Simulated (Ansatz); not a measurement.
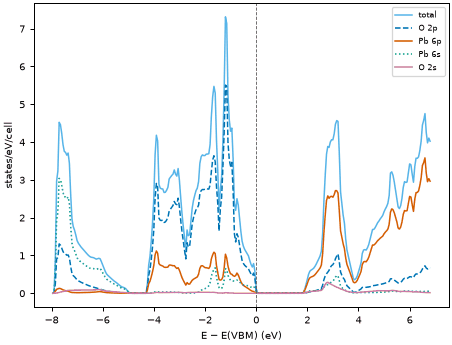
Figure: Total and projected density of states of PbO in space group P4/nmm (No. 129; Pb on 2c, O on 2a), DFT-PBE in the program Ansatz with PAW potentials

Problem. Which orbitals carry the states next to the gap?

Solution. Top 1 eV of the valence band: O 2p 68 %, Pb 6p 16 %, Pb 6s 15 %. Bottom 1 eV of the conduction band: Pb 6p 67 %, O 2p 12 %, Pb 6s 8 %, O 2s 7 %, outside the projected shells 5 %. Projections are on Löwdin-orthogonalised atomic valence shells; empty p or d shells of many metals are not among them.

Problem. Where is the tallest occupied peak in this window, and what makes it?

Solution. Near -1.2 eV, about 7.3 states/eV per cell; the largest projected share is O 2p.

Symmetry was held in the PBE relaxation. The volume lies over 15 % above that of the usual cell of this phase: another minimum, or an error of the functional. A crystal of weakly bound layers computed without a dispersion correction: the cell and the soft elastic constants depend strongly on that. Spin–orbit coupling is left out wherever it is not named.

Potentials: the later of the program's two PAW sets.
